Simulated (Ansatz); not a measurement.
**CH₅SSi− (SMILES [SiH3][CH-]S): energies and forces away from the minimum**

Aim: displace all atoms at random from the minimum and see how well density functionals give the CCSD(T) energy and forces there.

Program: Ansatz 0.2.0, Gaussian basis. Level of theory: single points with forces in def2-TZVPPD. These are calculated values, not measurements.

Levels: PBE-D4, r2SCAN-D4, PBE0-D4, wB97M-V, Hartree-Fock, MP2, CCSD, CCSD(T). Each coordinate is moved by a Gaussian draw of the width named (0.7 of it for atoms other than hydrogen): 0.04, 0.06, 0.09, 0.02 Å.

Cores are frozen in the correlated methods.

1 further run of the same task is left out (it didn't finish).

## Step 1: Where the work starts

8 atoms, charge -1, spin multiplicity 1.

Atoms are counted from 1 here; the program's logs count them from 0.

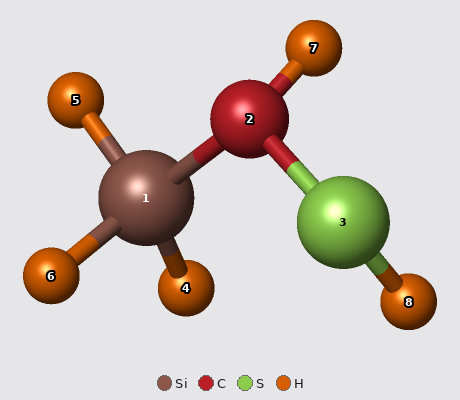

The starting geometry (silicon brown, carbon red, sulfur green, hydrogen orange); atoms are numbered from 1 in the order of the file.

Geometry (Å):

```
atom     x (Å)     y (Å)     z (Å)
 Si1  -0.53378   0.76984  -0.26157
  C2   1.02928  -0.15993  -0.20645
  S3   1.21376  -1.26167   1.20266
  H4  -1.92724   0.18309  -0.29309
  H5  -0.53521   1.62829  -1.47951
  H6  -0.64040   1.67322   0.91098
  H7   1.26868  -0.74283  -1.10774
  H8   0.12491  -2.09000   1.23472
```

## Step 2: Finding the minimum

Contents of relax/in.yaml:

```yaml
crystal:
  periodic: [false, false, false]
  atoms:
    - {symbol: Si, position_ang: [-0.533780, 0.769840, -0.261570]}
    - {symbol: C, position_ang: [1.029280, -0.159930, -0.206450]}
    - {symbol: S, position_ang: [1.213760, -1.261670, 1.202660]}
    - {symbol: H, position_ang: [-1.927240, 0.183090, -0.293090]}
    - {symbol: H, position_ang: [-0.535210, 1.628290, -1.479510]}
    - {symbol: H, position_ang: [-0.640400, 1.673220, 0.910980]}
    - {symbol: H, position_ang: [1.268680, -0.742830, -1.107740]}
    - {symbol: H, position_ang: [0.124910, -2.090000, 1.234720]}
basis:
  gaussian: {orbitals: def2-TZVPD}
total_charge: -1
hamiltonian: {xc: pbe0, dispersion: d4}
relax: {f_tol: 0.005, max_steps: 200}
```

The command line of these runs was not kept.

Standard output, shortened:

```text
Functional definition: PBE0
  name "PBE0"
  cite "Adamo & Barone, J. Chem. Phys. 110, 6158 (1999) doi:10.1063/1.478522"
  cite "Perdew, Burke & Ernzerhof, Phys. Rev. Lett. 77, 3865 (1996) doi:10.1103/PhysRevLett.77.3865"
  parent pbe
[...]
1040 factors; their error is unknown
[...]
mean field -19823.54991948 eV, -728.5020226562 hartree, gradient 3.2e-5 eV, S^2 0.000000; 0 other end points of the search recorded, 0 dependent functions left out
[...]
reference -19823.54996634 eV, -728.5020243782 hartree; 21, 21 occupied and 150, 150 virtual orbitals, 1040 factors
relax step   1: F+E_penalty+E_count = -19823.71695864 eV  Δ(F+E_penalty+E_count) = +0.000e0 eV  max|allowed force component| = 8.955e-1 eV/Å  Δτ_max = 0.0000 Å  (27 SCF iters, accepted)
[...]
relax step   3: F+E_penalty+E_count = -19823.81275872 eV  Δ(F+E_penalty+E_count) = -2.716e-2 eV  max|allowed force component| = 3.026e-1 eV/Å  Δτ_max = 0.0327 Å  (31 SCF iters, accepted)
[...]
relax step   5: F+E_penalty+E_count = -19823.82754917 eV  Δ(F+E_penalty+E_count) = -3.880e-3 eV  max|allowed force component| = 8.255e-2 eV/Å  Δτ_max = 0.1100 Å  (31 SCF iters, accepted)
[...]
relax step   7: F+E_penalty+E_count = -19823.82978764 eV  Δ(F+E_penalty+E_count) = -4.897e-4 eV  max|allowed force component| = 1.503e-2 eV/Å  Δτ_max = 0.0131 Å  (32 SCF iters, accepted)
[...]
relax step   9: F+E_penalty+E_count = -19823.82930632 eV  Δ(F+E_penalty+E_count) = +8.162e-4 eV  max|allowed force component| = 4.600e-2 eV/Å  Δτ_max = 0.0340 Å  (32 SCF iters, rejected (line search))
[...]
relax step  10: F+E_penalty+E_count = -19823.83021442 eV  Δ(F+E_penalty+E_count) = -9.191e-5 eV  max|allowed force component| = 1.629e-2 eV/Å  Δτ_max = 0.0102 Å  (33 SCF iters, accepted)
[...]
relax step  11: F+E_penalty+E_count = -19823.83023073 eV  Δ(F+E_penalty+E_count) = -1.631e-5 eV  max|allowed force component| = 3.496e-3 eV/Å  Δτ_max = 0.0030 Å  (25 SCF iters, accepted)
1040 factors; their error is unknown
[...]
mean field -19823.66383633 eV, -728.5062090233 hartree, gradient 1.4e-5 eV, S^2 0.000000; 1 other end points of the search recorded, 0 dependent functions left out
[...]
reference -19823.66388346 eV, -728.5062107551 hartree; 21, 21 occupied and 150, 150 virtual orbitals, 1040 factors
Total energy: -19823.83027785 eV, -728.5123256363 hartree
Atom 0 at    -0.533056     0.801531    -0.266987 Å, force     0.003092    -0.002524    -0.002346 eV/Å
Atom 1 at     0.870515    -0.293969    -0.193333 Å, force    -0.003496     0.002516     0.003312 eV/Å
Atom 2 at     1.164406    -1.225089     1.240666 Å, force    -0.000521    -0.001196    -0.002249 eV/Å
Atom 3 at    -1.955323     0.237446    -0.276783 Å, force     0.000870     0.000864    -0.000174 eV/Å
Atom 4 at    -0.516219     1.643301    -1.522517 Å, force    -0.000994     0.000458     0.000055 eV/Å
Atom 5 at    -0.630806     1.776393     0.880648 Å, force    -0.000087     0.000213     0.000261 eV/Å
Atom 6 at     1.331707    -0.664725    -1.106735 Å, force     0.000018     0.000009    -0.000185 eV/Å
Atom 7 at     0.268774    -2.274878     1.245041 Å, force     0.001119    -0.000340     0.001326 eV/Å
Dipole moment:    -0.087541    -0.144769    -0.025466 e Å
```

Wall time 59 s (2 threads, shared host); peak memory 0.39 GiB.

The steps of the relaxation:

```
step  energy from step 1 (eV)  largest force component (eV/Å)
   1                   0.0000                          0.8955
   2                  -0.0686                          0.6121
   3                  -0.0958                          0.3026
   4                  -0.1067                          0.1997
   5                  -0.1106                          0.0825
   6                  -0.1123                          0.0676
   7                  -0.1128                          0.0150
   8                  -0.1132                          0.0223
   9                  -0.1123                          0.0460
  10                  -0.1133                          0.0163
  11                  -0.1133                          0.0035
```

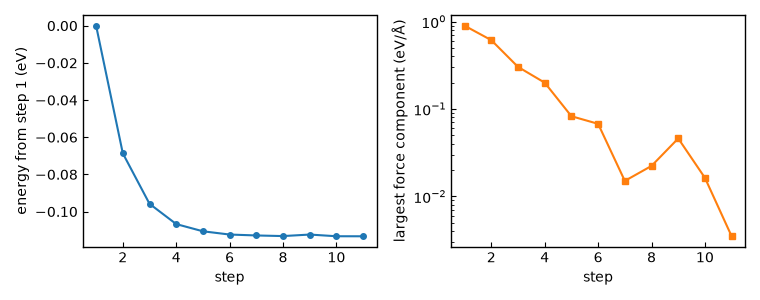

Energy and force, step by step.

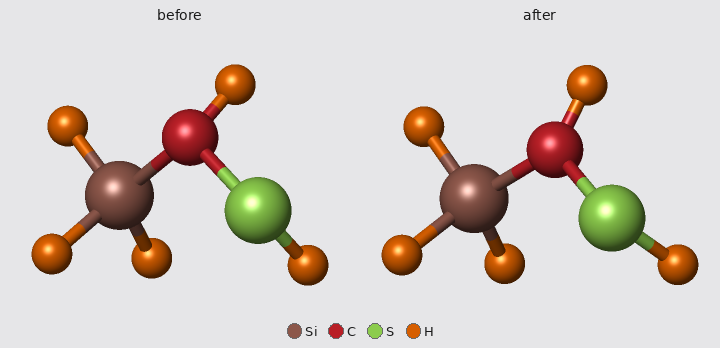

Before and after, at one scale.

Close pairs (by a distance rule), those that changed most:

```
  bond  before (Å)  after (Å)  change (Å)
 C2–S3       1.798      1.735      -0.063
Si1–C2       1.820      1.782      -0.038
Si1–H6       1.484      1.509      +0.025
Si1–H5       1.490      1.512      +0.022
Si1–H4       1.512      1.530      +0.018
 S3–H8       1.368      1.380      +0.011
 C2–H7       1.100      1.088      -0.011
```

## Step 3: Reference energies at the minimum

Contents of min-pbe-tzvppd/in.yaml:

```yaml
crystal:
  periodic: [false, false, false]
  atoms:
    - {symbol: Si, position_ang: [-0.533056, 0.801531, -0.266987]}
    - {symbol: C, position_ang: [0.870515, -0.293969, -0.193333]}
    - {symbol: S, position_ang: [1.164406, -1.225089, 1.240666]}
    - {symbol: H, position_ang: [-1.955323, 0.237446, -0.276783]}
    - {symbol: H, position_ang: [-0.516219, 1.643301, -1.522517]}
    - {symbol: H, position_ang: [-0.630806, 1.776393, 0.880648]}
    - {symbol: H, position_ang: [1.331707, -0.664725, -1.106735]}
    - {symbol: H, position_ang: [0.268774, -2.274878, 1.245041]}
basis:
  gaussian: {orbitals: "def2-TZVPPD.json"}
total_charge: -1
hamiltonian: {xc: pbe, dispersion: d4}
```

min-r2scan-tzvppd/in.yaml, as changes to min-pbe-tzvppd/in.yaml:

```diff
-hamiltonian: {xc: pbe, dispersion: d4}
+hamiltonian: {xc: r2scan, dispersion: d4}
```

min-pbe0-tzvppd/in.yaml:

```diff
-hamiltonian: {xc: pbe, dispersion: d4}
+hamiltonian: {xc: pbe0, dispersion: d4}
+output: {orbitals: {seedname: orbitals}}
```

min-b3lyp-tzvppd/in.yaml:

```diff
-hamiltonian: {xc: pbe, dispersion: d4}
+hamiltonian: {xc: {name: B3LYP}, dispersion: d4}
```

min-wb97mv-tzvppd/in.yaml:

```diff
-hamiltonian: {xc: pbe, dispersion: d4}
+hamiltonian: {xc: {name: wB97M-V}}
```

min-ccsdt-tzvppd/in.yaml:

```diff
-hamiltonian: {xc: pbe, dispersion: d4}
+correlation: {method: ccsd_t}
```

The basis file named in the input lies beside it (Basis Set Exchange, JSON).

min-pbe-tzvppd printed:

```text
Functional definition: PBE
  name "PBE"
[... 2 set-up lines as earlier in the session ...]
  parameter kappa = 0.804
  parameter beta = 0.06672455060314922
  exchange = pbe_x(kappa = kappa, mu = beta*pi^2/3)
  correlation = pbe_c(beta = beta)
1092 factors; their error is unknown
mean field evaluation 1: about -19816.8695 eV, gradient 4.5e1 eV
mean field evaluation 2: about -19778.1674 eV, gradient 9.9e1 eV
mean field evaluation 4: about -19821.6942 eV, gradient 9.1e0 eV
mean field evaluation 8: about -19821.9073 eV, gradient 1.1e-1 eV
mean field evaluation 16: about -19821.8779 eV, gradient 8.8e-4 eV
mean field -19821.87792746 eV, -728.4405780826 hartree, gradient 1.8e-5 eV, S^2 0.000000; 0 other end points of the search recorded, 0 dependent functions left out
reference -19821.87798921 eV, -728.4405803520 hartree; 21, 21 occupied and 200, 200 virtual orbitals, 1092 factors
Total energy: -19822.07548102 eV, -728.4478380421 hartree
```

Log of min-r2scan-tzvppd:

```text
Functional definition: r2SCAN
  name "r2SCAN"
  cite "Furness, Kaplan, Ning, Perdew & Sun, J. Phys. Chem. Lett. 11, 8208 (2020) doi:10.1021/acs.jpclett.0c02405"
  cite "Furness, Kaplan, Ning, Perdew & Sun, J. Phys. Chem. Lett. 11, 9248 (2020) doi:10.1021/acs.jpclett.0c03077"
  parent r2scan
  parameter k0 = 0.174
  parameter k1 = 0.065
  parameter a1 = 4.9479
  exchange = r2scan_x(k0 = k0, k1 = k1, a1 = a1)
  correlation = r2scan_c
1092 factors; their error is unknown
mean field evaluation 1: about -19826.2641 eV, gradient 4.0e1 eV
mean field evaluation 2: about -19799.7131 eV, gradient 8.7e1 eV
mean field evaluation 4: about -19829.9900 eV, gradient 5.8e0 eV
mean field evaluation 8: about -19830.0727 eV, gradient 2.4e-1 eV
mean field evaluation 16: about -19830.0438 eV, gradient 3.9e-4 eV
mean field -19830.04382534 eV, -728.7406692947 hartree, gradient 4.3e-5 eV, S^2 0.000000; 0 other end points of the search recorded, 0 dependent functions left out
reference -19830.04384729 eV, -728.7406701015 hartree; 21, 21 occupied and 200, 200 virtual orbitals, 1092 factors
Total energy: -19830.09104336 eV, -728.7424045250 hartree
```

Output in min-pbe0-tzvppd, shortened:

```text
[... 5 set-up lines as earlier in the session ...]
  parameter a = 0.25
[... 2 set-up lines as earlier in the session ...]
  exchange = (1 - a)*pbe_x(kappa = kappa, mu = beta*pi^2/3) + a*exact_x
[... 1 set-up line as earlier in the session ...]
1147 factors; their error is unknown
mean field evaluation 1: about -19821.1626 eV, gradient 3.3e1 eV
mean field evaluation 2: about -19816.3476 eV, gradient 5.1e1 eV
mean field evaluation 4: about -19823.6488 eV, gradient 1.8e0 eV
mean field evaluation 8: about -19823.6553 eV, gradient 3.1e-2 eV
mean field evaluation 16: about -19823.6980 eV, gradient 1.8e-5 eV
mean field -19823.69802226 eV, -728.5074653329 hartree, gradient 1.8e-5 eV, S^2 0.000000; 0 other end points of the search recorded, 0 dependent functions left out
reference -19823.69806968 eV, -728.5074670754 hartree; 21, 21 occupied and 200, 200 virtual orbitals, 1147 factors
Total energy: -19823.86446407 eV, -728.5135819566 hartree
```

Output in min-b3lyp-tzvppd, shortened:

```text
Functional definition: B3LYP
  name "B3LYP"
  cite "Stephens, Devlin, Chabalowski & Frisch, J. Phys. Chem. 98, 11623 (1994) doi:10.1021/j100096a001"
  cite "Becke, Phys. Rev. A 38, 3098 (1988) doi:10.1103/PhysRevA.38.3098"
  cite "Lee, Yang & Parr, Phys. Rev. B 37, 785 (1988) doi:10.1103/PhysRevB.37.785"
  cite "Vosko, Wilk & Nusair, Can. J. Phys. 58, 1200 (1980) doi:10.1139/p80-159"
[...]
1128 factors; their error is unknown
[...]
mean field -19833.52413322 eV, -728.8685682504 hartree, gradient 7.2e-5 eV, S^2 0.000000; 0 other end points of the search recorded, 0 dependent functions left out
reference -19833.52443573 eV, -728.8685793672 hartree; 21, 21 occupied and 200, 200 virtual orbitals, 1128 factors
Total energy: -19833.84447976 eV, -728.8803407685 hartree
```

min-wb97mv-tzvppd printed, shortened:

```text
Functional definition: wB97M-V
  name "wB97M-V"
  cite "Mardirossian & Head-Gordon, J. Chem. Phys. 144, 214110 (2016) doi:10.1063/1.4952647"
  cite "Becke, J. Chem. Phys. 107, 8554 (1997) doi:10.1063/1.475007"
  cite "Vydrov & Van Voorhis, J. Chem. Phys. 133, 244103 (2010) doi:10.1063/1.3521275"
  # Of w^i u^j: cxij and so on, Table III.
[...]
  gx(w, u) = 1 - cx + cx01*u + cx10*w
  gss(w, u) = css00 + css04*u^4 + css10*w + css20*w^2 + css43*w^4*u^3
  gos(w, u) = cos00 + cos10*w + (cos20 + cos21*u)*w^2 + (cos60 + cos61*u)*w^6
[...]
      + integral(e_c_pw_mod_opposite_spin*gos(b97_w_opposite, b97_u_opposite)) + vv10(b, c)
1097 factors; their error is unknown
307 factors; integrals over basis functions are off by at most 3.0e-5 eV
[...]
mean field -19830.19215044 eV, -728.7461201418 hartree, gradient 5.5e-5 eV, S^2 0.000000; 0 other end points of the search recorded, 0 dependent functions left out
reference -19830.19222654 eV, -728.7461229383 hartree; 21, 21 occupied and 200, 200 virtual orbitals, 1097 factors
Total energy: -19830.19222654 eV, -728.7461229383 hartree
```

Log of min-ccsdt-tzvppd, shortened:

```text
Functional definition: HF
  name "HF"
  cite "Fock, Z. Phys. 61, 126 (1930) doi:10.1007/BF01340294"
[... 1 set-up line as earlier in the session ...]
[...]
1244 factors; integrals over basis functions are off by at most 1.1e-3 eV
[...]
mean field -19789.14060340 eV, -727.2375036138 hartree, gradient 3.0e-6 eV, S^2 0.000000; 0 other end points of the search recorded, 0 dependent functions left out
11 core orbitals not correlated: weight in the atoms' cores, before any rotation towards them, 1.000 or more for the frozen orbitals, at most 0.000 for the correlated occupied ones
reference -19789.14060340 eV, -727.2375036138 hartree; 10, 10 occupied and 200, 200 virtual orbitals, 1244 factors
second order -13.71271028 eV of doubles, -0.00000000 eV of singles
cycle   1  -14.42235833 eV  change   -7.1e-1 eV  update   9.1e-2
[...]
cycle  11  -14.91087095 eV  change    9.1e-6 eV  update   1.3e-5
perturbative correction -0.68023097 eV, -0.0249980272 hartree
Total energy: -19804.73170532 eV, -727.8104660414 hartree
```

They took 4 s (min-pbe-tzvppd), 6 s (min-r2scan-tzvppd), 6.5 s (min-pbe0-tzvppd), 6.5 s (min-b3lyp-tzvppd), 15 s (min-wb97mv-tzvppd), 86 s (min-ccsdt-tzvppd) on 2 threads, shared host; peak memory 3.2 GiB.

(Part 1 of 2 ends here.)
